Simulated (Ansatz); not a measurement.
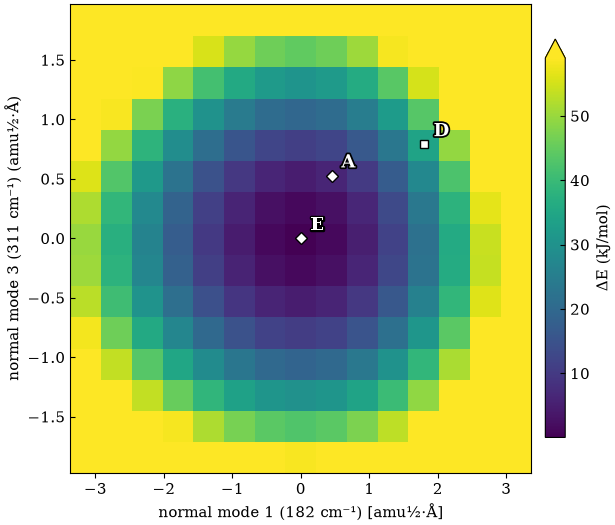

Cl2FSi, SMILES F[Si](Cl)Cl, spin multiplicity 2. 
- The first coordinate is: normal mode 1 (182 cm⁻¹); the second: normal mode 3 (311 cm⁻¹).
- Nothing is relaxed (straight displacements along the two mass-weighted modes).
- Grid: 15 × 15 points.
- Points are written as (first, second).
- All energies are given in kJ/mol relative to the relaxed molecule at the same level.
- These are results of Ansatz, UHF/def2-SVP, not measurements.

Drawn: one coloured cell a grid point, one colour for all values above the top of the scale, lettered points.

> What kind of point is each of A, D, E: minimum, saddle, maximum or slope?

A: on a slope; D: on a slope; E: minimum. (In these two coordinates alone; a stationary point may lie a little off the grid point.)

> Rank the lettered points by energy, lowest first.

E (0 kJ/mol), A (6 kJ/mol), D (34 kJ/mol).
